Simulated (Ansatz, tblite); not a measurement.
# TiH2Cl2: removing and adding an electron

What does removing or adding an electron cost or gain for TiH2Cl2? Each charged state is run at several levels.

Program: Ansatz 0.2.0, Gaussian basis. Level of theory: as each input shows. These are calculated values, not measurements.

The runs, in order: charge +1 doublet, at the geometry of the singlet (PBE0-D4/def2-TZVP, PBE-D4/def2-TZVP, r2SCAN-D4/def2-TZVP, CCSD(T)/def2-TZVPP); charge -1 doublet, at the geometry of the singlet (PBE0-D4/def2-TZVPD, PBE-D4/def2-TZVPD, r2SCAN-D4/def2-TZVPD); the starting singlet's energies come from earlier runs.

## 1. The relaxed structure

The singlet was relaxed beforehand with r2SCAN-D4/def2-TZVP.

5 atoms, charge 0, spin multiplicity 1.

Atoms are counted from 1 here; the program's logs count them from 0.

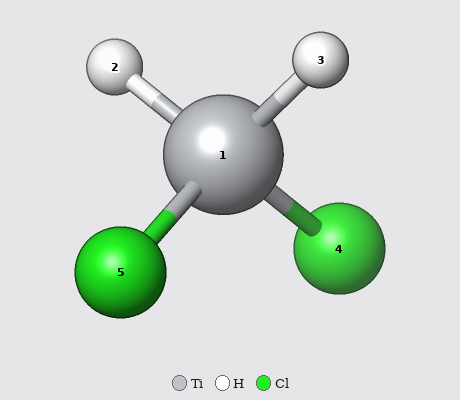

The structure; titanium light grey, hydrogen white, chlorine green; atoms are numbered from 1 in the order of the file.

Formally the metal is d0. No spin-orbit coupling is included.

## 2. Charge +1 doublet at the fixed geometry, first pass, PBE0-D4/def2-SVP

The input, in.yaml:

```yaml
crystal:
  periodic: [false, false, false]
  atoms:
    - {symbol: Ti, position_ang: [0.050630, -0.000182, 0.035429]}
    - {symbol: H, position_ang: [0.044602, -0.015654, 1.722596]}
    - {symbol: H, position_ang: [1.633574, 0.009535, -0.548516]}
    - {symbol: Cl, position_ang: [-0.869550, 1.861285, -0.587740]}
    - {symbol: Cl, position_ang: [-0.859276, -1.854984, -0.621768]}
basis:
  gaussian: {orbitals: def2-SVP}
total_charge: 1
magnetization: {spin_polarized: true, initial_magnetization: 1}
hamiltonian: {xc: pbe0, dispersion: d4}
output: {orbitals: {seedname: orbitals}}
```

Run with:

```
ansatz run in.yaml --threads 4 --pin off --events-out ev --progress --plain --max-ram 3916MiB
```

What it wrote:

```text
Functional definition: PBE0
  name "PBE0"
  cite "Adamo & Barone, J. Chem. Phys. 110, 6158 (1999) doi:10.1063/1.478522"
  cite "Perdew, Burke & Ernzerhof, Phys. Rev. Lett. 77, 3865 (1996) doi:10.1103/PhysRevLett.77.3865"
  parent pbe
  parameter a = 0.25
  parameter kappa = 0.804
  parameter beta = 0.06672455060314922
  exchange = (1 - a)*pbe_x(kappa = kappa, mu = beta*pi^2/3) + a*exact_x
  correlation = pbe_c(beta = beta)
772 factors; integrals over basis functions are off by at most 1.4e-3 eV
mean field evaluation 1: about -48155.7716 eV, gradient 2.4e1 eV
mean field evaluation 2: about -47982.4175 eV, gradient 2.2e2 eV
mean field evaluation 4: about -48158.5372 eV, gradient 7.0e0 eV
mean field evaluation 8: about -48159.0636 eV, gradient 8.6e-1 eV
mean field evaluation 16: about -48159.0722 eV, gradient 6.2e-3 eV
mean field evaluation 32: about -48159.0722 eV, gradient 7.8e-5 eV
mean field evaluation 64: about -48159.0552 eV, gradient 4.5e-1 eV
mean field evaluation 96: about -48158.9554 eV, gradient 2.9e0 eV
mean field -48159.07221000 eV, -1769.8132603259 hartree, gradient 7.9e-6 eV, S^2 0.785851; 7 other end points of the search recorded, 0 dependent functions left out
reference -48159.07230373 eV, -1769.8132637703 hartree; 29, 28 occupied and 48, 49 virtual orbitals, 772 factors
Total energy: -48159.16400163 eV, -1769.8166336063 hartree
```

Wall time 9 s (4 threads of Arm Neoverse V2, shared host).

HOMO -15.34 eV, LUMO -13.46 eV (over both spins); ⟨S²⟩ 0.786 (pure: 0.75).

## 3. Charge +1 doublet at the fixed geometry, PBE0-D4/def2-TZVP

start.molden holds the orbitals of an earlier run on this state, given as this run's starting guess.

in.yaml: that of step 2 with these lines changed.

```diff
@@ -9,3 +9,3 @@
 basis:
-  gaussian: {orbitals: def2-SVP}
+  gaussian: {orbitals: def2-TZVP, initial_orbitals: start.molden}
 total_charge: 1
@@ -13,2 +13,3 @@
 hamiltonian: {xc: pbe0, dispersion: d4}
+scf: {omitted_lower_state_checks: [starts]}
 output: {orbitals: {seedname: orbitals}}
```

The command is unchanged.

What it wrote:

```text
Functional definition: PBE0
  name "PBE0"
  cite "Adamo & Barone, J. Chem. Phys. 110, 6158 (1999) doi:10.1063/1.478522"
  cite "Perdew, Burke & Ernzerhof, Phys. Rev. Lett. 77, 3865 (1996) doi:10.1103/PhysRevLett.77.3865"
  parent pbe
  parameter a = 0.25
  parameter kappa = 0.804
  parameter beta = 0.06672455060314922
  exchange = (1 - a)*pbe_x(kappa = kappa, mu = beta*pi^2/3) + a*exact_x
  correlation = pbe_c(beta = beta)
these checks for a lower state are left out or cut short: starts
1090 factors; their error is unknown
mean field evaluation 1: about -48168.6752 eV, gradient 1.0e2 eV
mean field evaluation 2: about -48170.6690 eV, gradient 3.3e0 eV
mean field evaluation 4: about -48170.9369 eV, gradient 1.2e-1 eV
mean field evaluation 8: about -48170.9371 eV, gradient 2.3e-5 eV
mean field -48170.93713668 eV, -1770.2492883393 hartree, gradient 2.3e-6 eV, S^2 0.781680; 0 other end points of the search recorded, 0 dependent functions left out
reference -48170.93717024 eV, -1770.2492895723 hartree; 29, 28 occupied and 102, 103 virtual orbitals, 1090 factors
Total energy: -48171.02886815 eV, -1770.2526594083 hartree
Checks for a lower state left out: starts
```

Run time: 5.5 s. Hardware: 4 threads of Arm Neoverse V2, shared host; peak memory 0.62 GiB.

HOMO -15.23 eV, LUMO -13.34 eV (over both spins); ⟨S²⟩ 0.782 (pure: 0.75).

## 4. Charge +1 doublet at the fixed geometry, PBE-D4/def2-TZVP

in.yaml: that of step 3 with these lines changed.

```diff
@@ -12,3 +12,3 @@
 magnetization: {spin_polarized: true, initial_magnetization: 1}
-hamiltonian: {xc: pbe0, dispersion: d4}
+hamiltonian: {xc: pbe, dispersion: d4}
 scf: {omitted_lower_state_checks: [starts]}
```

The command is unchanged.

What it wrote:

```text
Functional definition: PBE
  name "PBE"
  cite "Perdew, Burke & Ernzerhof, Phys. Rev. Lett. 77, 3865 (1996) doi:10.1103/PhysRevLett.77.3865"
  parent pbe
  parameter kappa = 0.804
  parameter beta = 0.06672455060314922
  exchange = pbe_x(kappa = kappa, mu = beta*pi^2/3)
  correlation = pbe_c(beta = beta)
these checks for a lower state are left out or cut short: starts
1013 factors; their error is unknown
mean field evaluation 1: about -48169.0830 eV, gradient 9.4e0 eV
mean field evaluation 2: about -48169.2795 eV, gradient 5.2e-1 eV
mean field evaluation 4: about -48169.2955 eV, gradient 6.3e-3 eV
mean field evaluation 8: about -48169.2876 eV, gradient 1.5e-5 eV
mean field -48169.28756069 eV, -1770.1886675396 hartree, gradient 8.1e-6 eV, S^2 0.759984; 0 other end points of the search recorded, 0 dependent functions left out
reference -48169.28760475 eV, -1770.1886691587 hartree; 29, 28 occupied and 102, 103 virtual orbitals, 1013 factors
Total energy: -48169.39456780 eV, -1770.1925999782 hartree
Checks for a lower state left out: starts
```

It took 3.7 s on 4 threads of Arm Neoverse V2, shared host.

From the report: HOMO -14.03 eV, LUMO -13.95 eV (over both spins); ⟨S²⟩ 0.760 (pure: 0.75).

## 5. Charge +1 doublet at the fixed geometry, r2SCAN-D4/def2-TZVP

in.yaml: that of step 4 with these lines changed.

```diff
@@ -12,3 +12,3 @@
 magnetization: {spin_polarized: true, initial_magnetization: 1}
-hamiltonian: {xc: pbe, dispersion: d4}
+hamiltonian: {xc: r2scan, dispersion: d4}
 scf: {omitted_lower_state_checks: [starts]}
```

Launched as before.

What it wrote:

```text
Functional definition: r2SCAN
  name "r2SCAN"
  cite "Furness, Kaplan, Ning, Perdew & Sun, J. Phys. Chem. Lett. 11, 8208 (2020) doi:10.1021/acs.jpclett.0c02405"
  cite "Furness, Kaplan, Ning, Perdew & Sun, J. Phys. Chem. Lett. 11, 9248 (2020) doi:10.1021/acs.jpclett.0c03077"
  parent r2scan
  parameter k0 = 0.174
  parameter k1 = 0.065
  parameter a1 = 4.9479
  exchange = r2scan_x(k0 = k0, k1 = k1, a1 = a1)
  correlation = r2scan_c
these checks for a lower state are left out or cut short: starts
1013 factors; their error is unknown
mean field evaluation 1: about -48182.7467 eV, gradient 6.6e0 eV
mean field evaluation 2: about -48182.8252 eV, gradient 2.1e-1 eV
mean field evaluation 4: about -48182.8187 eV, gradient 1.3e-1 eV
mean field evaluation 8: about -48182.8189 eV, gradient 1.0e-4 eV
mean field -48182.81887062 eV, -1770.6859340077 hartree, gradient 1.1e-5 eV, S^2 0.773579; 0 other end points of the search recorded, 0 dependent functions left out
reference -48182.81888453 eV, -1770.6859345189 hartree; 29, 28 occupied and 102, 103 virtual orbitals, 1013 factors
Total energy: -48182.84263715 eV, -1770.6868074115 hartree
Checks for a lower state left out: starts
```

Run time: 4.8 s. Hardware: 4 threads of Arm Neoverse V2, shared host.

Report: HOMO -14.32 eV, LUMO -14.09 eV (over both spins); ⟨S²⟩ 0.774 (pure: 0.75).

## 6. Charge +1 doublet at the fixed geometry, CCSD(T)/def2-TZVPP

in.yaml: that of step 5 with these lines changed.

```diff
@@ -9,7 +9,7 @@
 basis:
-  gaussian: {orbitals: def2-TZVP, initial_orbitals: start.molden}
+  gaussian: {orbitals: def2-TZVPP, initial_orbitals: start.molden}
 total_charge: 1
 magnetization: {spin_polarized: true, initial_magnetization: 1}
-hamiltonian: {xc: r2scan, dispersion: d4}
-scf: {omitted_lower_state_checks: [starts]}
+correlation: {method: ccsd_t}
+scf: {omitted_lower_state_checks: [starts, cluster_reference]}
 output: {orbitals: {seedname: orbitals}}
```

Same command.

What it wrote (excerpt; [...] marks lines left out):

```text
Functional definition: HF
  name "HF"
  cite "Fock, Z. Phys. 61, 126 (1930) doi:10.1007/BF01340294"
  parent pbe
[...]
1088 factors; integrals over basis functions are off by at most 1.3e-3 eV
[...]
mean field -48117.32849794 eV, -1768.2792072028 hartree, gradient 6.0e-7 eV, S^2 1.302244; 0 other end points of the search recorded, 0 dependent functions left out
15 core orbitals not correlated: weight in the atoms' cores, before any rotation towards them, 1.000 or more for the frozen orbitals, at most 0.000 for the correlated occupied ones
reference -48117.32849794 eV, -1768.2792072028 hartree; 14, 13 occupied and 147, 148 virtual orbitals, 1088 factors
second order -20.34983598 eV of doubles, -0.00000000 eV of singles
cycle   1  -20.53491294 eV  change   -1.9e-1 eV  update   2.3e-1
[...]
cycle  18  -22.08576587 eV  change   -2.4e-5 eV  update   3.2e-5
perturbative correction -1.43782197 eV, -0.0528389829 hartree
Total energy: -48140.85208579 eV, -1769.1436831112 hartree
Checks for a lower state left out: starts, cluster_reference
```

It took 5.9 min on 4 threads of Arm Neoverse V2, shared host; peak memory 2.1 GiB.

From the report: Hartree-Fock HOMO -17.71 eV, LUMO -9.16 eV (over both spins); ⟨S²⟩ 1.302 (pure: 0.75); T1 0.057. Doubts: large T1 diagnostic, spin contamination.

## 7. Vertical ionisation energy

Charged state less starting state, singlet to doublet; the starting state's energies are those of its earlier runs.

| level | vertical ionisation energy (eV) | time |
| --- | --- | --- |
| HF/def2-TZVPP† | +10.76 |  |
| PBE-D4/def2-TZVP | +10.91 | 4.7 s |
| r2SCAN-D4/def2-TZVP | +11.20 | 6.7 s |
| PBE0-D4/def2-TZVP | +11.39 | 6.6 s |
| MP2/def2-TZVPP† | +12.53 |  |
| CCSD/def2-TZVPP† | +11.84 |  |
| CCSD(T)/def2-TZVPP† | +11.67 | 6.3 min |

Times add the two runs; a level without a time comes out of a correlated run. † marks a level with a doubtful state (flagged, unstable, out of aufbau order, or strongly spin-contaminated); such levels are left out of the summary. CCSD(T)/def2-TZVPP is no safe reference here (large T1 diagnostic, spin contamination).

Beside −ε(HOMO) of the starting state:

```
              level  −ε(HOMO) (eV)  by difference (eV)  mismatch (eV)
   PBE-D4/def2-TZVP           7.72               10.91          -3.20
r2SCAN-D4/def2-TZVP           8.17               11.20          -3.03
  PBE0-D4/def2-TZVP           9.32               11.39          -2.08
```

## 8. Charge -1 doublet at the fixed geometry, first pass, PBE0-D4/def2-SVP

in.yaml: that of step 6 with these lines changed.

```diff
@@ -9,7 +9,6 @@
 basis:
-  gaussian: {orbitals: def2-TZVPP, initial_orbitals: start.molden}
-total_charge: 1
+  gaussian: {orbitals: def2-SVP}
+total_charge: -1
 magnetization: {spin_polarized: true, initial_magnetization: 1}
-correlation: {method: ccsd_t}
-scf: {omitted_lower_state_checks: [starts, cluster_reference]}
+hamiltonian: {xc: pbe0, dispersion: d4}
 output: {orbitals: {seedname: orbitals}}
```

The command is unchanged.

What it wrote (excerpt; [...] marks lines left out):

```text
Functional definition: PBE0
  name "PBE0"
  cite "Adamo & Barone, J. Chem. Phys. 110, 6158 (1999) doi:10.1063/1.478522"
  cite "Perdew, Burke & Ernzerhof, Phys. Rev. Lett. 77, 3865 (1996) doi:10.1103/PhysRevLett.77.3865"
  parent pbe
[...]
772 factors; integrals over basis functions are off by at most 1.4e-3 eV
[...]
mean field -48172.31819167 eV, -1770.3000411739 hartree, gradient 9.4e-6 eV, S^2 0.754432; 6 other end points of the search recorded, 0 dependent functions left out
reference -48172.31825418 eV, -1770.3000434709 hartree; 30, 29 occupied and 47, 48 virtual orbitals, 772 factors
Total energy: -48172.46102156 eV, -1770.3052900757 hartree
```

It took 3.7 s on 4 threads of Arm Neoverse V2, shared host.

Report: HOMO 0.00 eV, LUMO 3.77 eV (over both spins); ⟨S²⟩ 0.754 (pure: 0.75).

## 9. Charge -1 doublet at the fixed geometry, PBE0-D4/def2-TZVPD

in.yaml: that of step 8 with these lines changed.

```diff
@@ -9,3 +9,3 @@
 basis:
-  gaussian: {orbitals: def2-SVP}
+  gaussian: {orbitals: def2-TZVPD, initial_orbitals: start.molden}
 total_charge: -1
@@ -13,2 +13,3 @@
 hamiltonian: {xc: pbe0, dispersion: d4}
+scf: {omitted_lower_state_checks: [starts]}
 output: {orbitals: {seedname: orbitals}}
```

Same command.

What it wrote:

```text
Functional definition: PBE0
  name "PBE0"
  cite "Adamo & Barone, J. Chem. Phys. 110, 6158 (1999) doi:10.1063/1.478522"
  cite "Perdew, Burke & Ernzerhof, Phys. Rev. Lett. 77, 3865 (1996) doi:10.1103/PhysRevLett.77.3865"
  parent pbe
  parameter a = 0.25
  parameter kappa = 0.804
  parameter beta = 0.06672455060314922
  exchange = (1 - a)*pbe_x(kappa = kappa, mu = beta*pi^2/3) + a*exact_x
  correlation = pbe_c(beta = beta)
these checks for a lower state are left out or cut short: starts
1208 factors; their error is unknown
mean field evaluation 1: about -48181.7401 eV, gradient 1.0e2 eV
mean field evaluation 2: about -48183.9142 eV, gradient 4.1e0 eV
mean field evaluation 4: about -48184.1764 eV, gradient 5.2e-3 eV
mean field evaluation 8: about -48184.3443 eV, gradient 1.5e-5 eV
mean field -48184.34430515 eV, -1770.7419926928 hartree, gradient 9.9e-6 eV, S^2 0.754173; 0 other end points of the search recorded, 0 dependent functions left out
reference -48184.34435437 eV, -1770.7419945014 hartree; 30, 29 occupied and 128, 129 virtual orbitals, 1208 factors
Total energy: -48184.48712176 eV, -1770.7472411062 hartree
Checks for a lower state left out: starts
```

It took 8.5 s on 4 threads of Arm Neoverse V2, shared host; peak memory 0.76 GiB.

From the report: HOMO -0.44 eV, LUMO 3.18 eV (over both spins); ⟨S²⟩ 0.754 (pure: 0.75).

## 10. Charge -1 doublet at the fixed geometry, PBE-D4/def2-TZVPD

in.yaml: that of step 9 with these lines changed.

```diff
@@ -12,3 +12,3 @@
 magnetization: {spin_polarized: true, initial_magnetization: 1}
-hamiltonian: {xc: pbe0, dispersion: d4}
+hamiltonian: {xc: pbe, dispersion: d4}
 scf: {omitted_lower_state_checks: [starts]}
```

The command is unchanged.

What it wrote:

```text
Functional definition: PBE
  name "PBE"
  cite "Perdew, Burke & Ernzerhof, Phys. Rev. Lett. 77, 3865 (1996) doi:10.1103/PhysRevLett.77.3865"
  parent pbe
  parameter kappa = 0.804
  parameter beta = 0.06672455060314922
  exchange = pbe_x(kappa = kappa, mu = beta*pi^2/3)
  correlation = pbe_c(beta = beta)
these checks for a lower state are left out or cut short: starts
1088 factors; their error is unknown
mean field evaluation 1: about -48181.6353 eV, gradient 9.2e0 eV
mean field evaluation 2: about -48181.8039 eV, gradient 2.9e-1 eV
mean field evaluation 4: about -48181.7914 eV, gradient 7.3e-2 eV
mean field evaluation 8: about -48181.7914 eV, gradient 2.3e-5 eV
mean field -48181.79141415 eV, -1770.6481756788 hartree, gradient 1.9e-6 eV, S^2 0.753532; 0 other end points of the search recorded, 0 dependent functions left out
reference -48181.79147534 eV, -1770.6481779274 hartree; 30, 29 occupied and 128, 129 virtual orbitals, 1088 factors
Total energy: -48181.95802966 eV, -1770.6542986860 hartree
Checks for a lower state left out: starts
```

Wall time 5.5 s (4 threads of Arm Neoverse V2, shared host).

Report: HOMO 1.47 eV, LUMO 1.81 eV (over both spins); ⟨S²⟩ 0.754 (pure: 0.75). Doubts: highest occupied level lies above zero.

## 11. Charge -1 doublet at the fixed geometry, r2SCAN-D4/def2-TZVPD

in.yaml: that of step 10 with these lines changed.

```diff
@@ -12,3 +12,3 @@
 magnetization: {spin_polarized: true, initial_magnetization: 1}
-hamiltonian: {xc: pbe, dispersion: d4}
+hamiltonian: {xc: r2scan, dispersion: d4}
 scf: {omitted_lower_state_checks: [starts]}
```

The command is unchanged.

What it wrote:

```text
Functional definition: r2SCAN
  name "r2SCAN"
  cite "Furness, Kaplan, Ning, Perdew & Sun, J. Phys. Chem. Lett. 11, 8208 (2020) doi:10.1021/acs.jpclett.0c02405"
  cite "Furness, Kaplan, Ning, Perdew & Sun, J. Phys. Chem. Lett. 11, 9248 (2020) doi:10.1021/acs.jpclett.0c03077"
  parent r2scan
  parameter k0 = 0.174
  parameter k1 = 0.065
  parameter a1 = 4.9479
  exchange = r2scan_x(k0 = k0, k1 = k1, a1 = a1)
  correlation = r2scan_c
these checks for a lower state are left out or cut short: starts
1088 factors; their error is unknown
mean field evaluation 1: about -48195.7313 eV, gradient 6.6e0 eV
mean field evaluation 2: about -48195.7957 eV, gradient 1.4e-1 eV
mean field evaluation 4: about -48195.7775 eV, gradient 8.1e-3 eV
mean field evaluation 8: about -48195.7775 eV, gradient 3.0e-5 eV
mean field -48195.77746536 eV, -1771.1621535807 hartree, gradient 2.5e-6 eV, S^2 0.755419; 0 other end points of the search recorded, 0 dependent functions left out
reference -48195.77751671 eV, -1771.1621554678 hartree; 30, 29 occupied and 128, 129 virtual orbitals, 1088 factors
Total energy: -48195.81632634 eV, -1771.1635816955 hartree
Checks for a lower state left out: starts
```

Wall time 13 s (4 threads of Arm Neoverse V2, shared host).

From the report: HOMO 1.09 eV, LUMO 2.00 eV (over both spins); ⟨S²⟩ 0.755 (pure: 0.75). Doubts: highest occupied level lies above zero.

## 12. Vertical electron affinity

Starting state less charged state (positive: the electron is bound), singlet to doublet; the starting state's energies are those of its earlier runs.

| level | vertical electron affinity (eV) | time |
| --- | --- | --- |
| PBE-D4/def2-TZVPD | +1.60 | 6.7 s |
| r2SCAN-D4/def2-TZVPD | +1.74 | 16 s |
| PBE0-D4/def2-TZVPD | +2.02 | 10 s |

Times add the two runs; a level without a time comes out of a correlated run.

Beside −ε(LUMO) of the starting state:

| level | −ε(LUMO) (eV) | by difference (eV) | mismatch (eV) |
| --- | --- | --- | --- |
| PBE-D4/def2-TZVPD | 4.61 | 1.60 | +3.00 |
| r2SCAN-D4/def2-TZVPD | 4.48 | 1.74 | +2.74 |
| PBE0-D4/def2-TZVPD | 3.44 | 2.02 | +1.41 |

## 13. Results

| quantity | value |
| --- | --- |
| vertical ionisation energy, functionals in def2-TZVP | 10.91 (PBE-D4) to 11.39 eV (PBE0-D4) |
| vertical electron affinity, functionals in def2-TZVPD | 1.60 (PBE-D4) to 2.02 eV (PBE0-D4) |

The vertical ionisation energy spans 10.91 to 11.39 eV over the functionals. −ε(HOMO) misses the level's own difference by -2.08 eV at best (PBE0-D4) and -3.20 eV at worst (PBE-D4). The vertical electron affinity spans 1.60 to 2.02 eV over the functionals. The anion's highest level lies above zero where self-interaction lifts it, so diffuse functions weigh on these values. −ε(LUMO) misses the level's own difference by +1.41 eV at best (PBE0-D4) and +3.00 eV at worst (PBE-D4). The charged states' spins were chosen beforehand and needn't be their lowest.

The anion's highest level is positive in at least one run, so there the basis alone may hold the extra electron.
